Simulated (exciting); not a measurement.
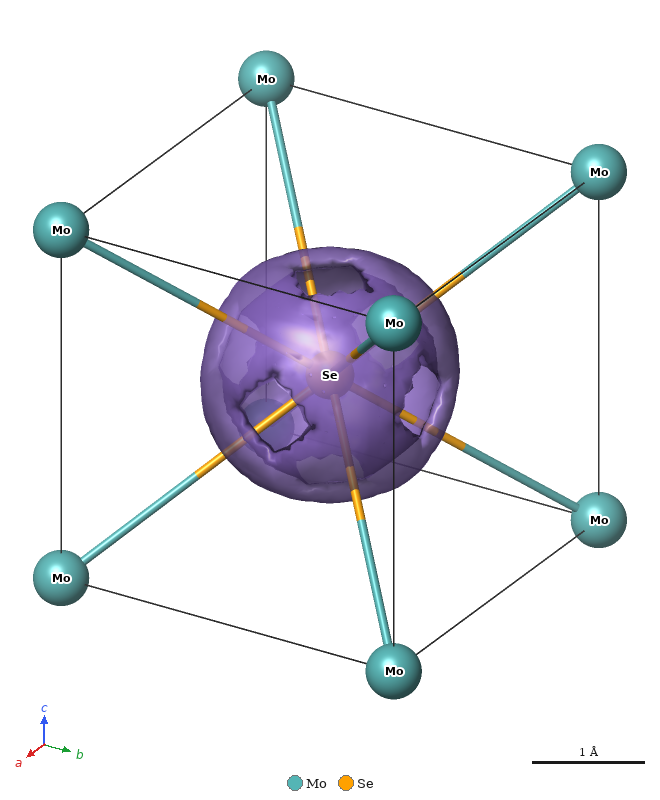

The picture shows: MoSe. Isosurface of the ELF at 0.65 (purple), seen at an oblique angle. Core shells and regions of very low density are left out. Sticks mark near contacts.

Space group Pm-3m; a structure from a database of computed crystals, not necessarily the ambient phase; a generated structure, not necessarily the stable one.

These are results of Kohn-Sham DFT of a periodic cell, LDA, all-electron LAPW+lo, shipped species files in exciting sodium, not measurements.

The calculation treats all electrons.

What do the ELF domains correspond to?

Answer. The ELF exceeds this value in one region wrapped around Se (its valence shell), counted in one cell of 2 atoms. Regions shared between cells count once.

Values along the shortest contacts:
Mo–Se (3.03 Å): the ELF peaks at about 0.70 in the valence shell of Se, 1.1 Å from its nucleus, and drops to about 0.15 between the two atoms.
